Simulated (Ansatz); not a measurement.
AlH···CH4

Input file:

```
crystal:
  periodic: [false, false, false]
  atoms:
    - { symbol: Al, position_ang: [-0.137897, 0.140512, -1.088746] }
    - { symbol: C, position_ang: [1.495723, -0.041048, 1.624397] }
    - { symbol: H, position_ang: [0.526502, -0.540669, 1.707424] }
    - { symbol: H, position_ang: [2.156184, -0.408293, 2.414035] }
    - { symbol: H, position_ang: [1.357918, 1.037574, 1.739232] }
    - { symbol: H, position_ang: [1.968512, -0.254972, 0.651957] }
    - { symbol: H, position_ang: [-1.347141, 0.066896, 0.067701] }
basis:
  gaussian: { orbitals: "6-31G*" }
hamiltonian:
  xc: pbe0
  dispersion: d4
relax:
  f_tol: 0.03
  max_steps: 50
output:
  orbitals: {}
```

Command:

```sh
ansatz run input.yaml --threads 1 --pin off --max-ram 2048MiB --backend cpu --events-out ev --progress --plain --runs-dir out
```

The fields are those of the run's last geometry, not of the input's.

Level of theory: Ansatz 0.2.0, RKS PBE0-D4/6-31G*.

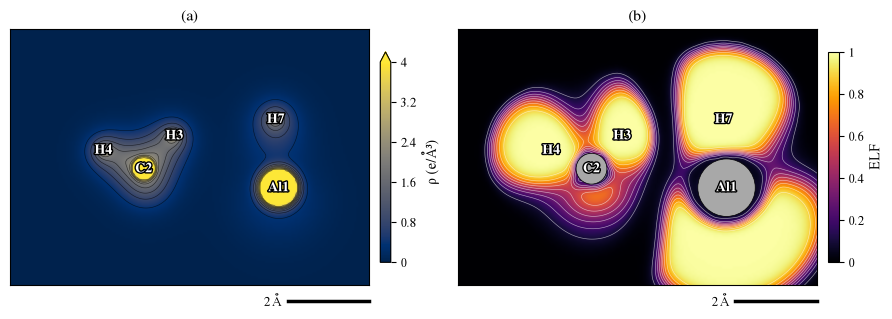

Figure 1. (a) total electron density; (b) electron localisation function on the plane of atoms H3, C2 and H4. Grey discs cover the atomic cores in the ELF map.

Q: Interpret the plot.

A: The section cuts through Al, C and H sites.
Al1···H3 (2.86 Å): the density falls to about 0.05 e/Å³ on the way; the ELF dips to about 0.05 between them.
C–H (1.09 Å): the density is about 1.9 e/Å³ at the midpoint; the ELF climbs to about 1 towards the hydrogen, as it does in any bond to H (a covalent bond by its length).
Al–H (1.67 Å): ρ at the midpoint is about 0.47 e/Å³; the ELF climbs to about 1 towards the hydrogen.
The ELF also peaks beside Al1, away from the bonds: lone-pair regions.

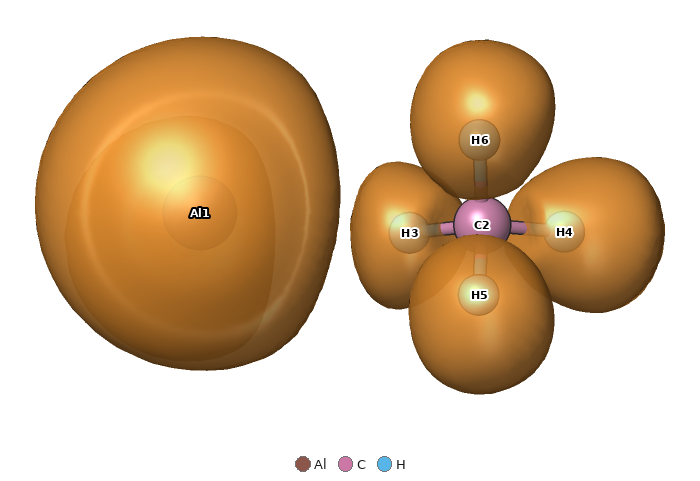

Figure 2. Isosurface of the electron localisation function at 0.8 (orange), seen from one side. Only the valence region is drawn (cores and ρ < 0.01 e/Å³ removed).

Q: What do the ELF domains correspond to?

A: The ELF exceeds this value in five regions around hydrogen nuclei and one lobe on Al, pointing away from the bonds (lone pairs).

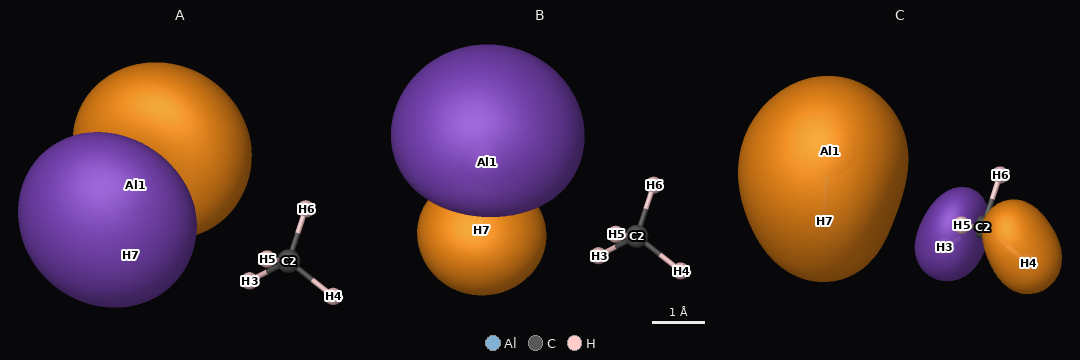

Figure 3. Three frontier orbitals at ±0.08 Å⁻³ᐟ² (orange and purple are the two phases), in no order.

Q: Which picture is the HOMO−1, the HOMO and the LUMO?

A: C is the HOMO−1 (−9.92 eV). Its weight (Hirshfeld) is mainly on Al1 (about 55 %), H7 (about 30 %) and C2 (about 5 %). B is the HOMO (−5.69 eV). By Hirshfeld shares it lies mainly on Al1 (about 75 %) and H7 (about 25 %). A is the LUMO (−1.71 eV). Its weight (Hirshfeld) is mainly on Al1 (about 95 %).

Q: What is the HOMO–LUMO gap?

A: 3.98 eV between the orbital energies.
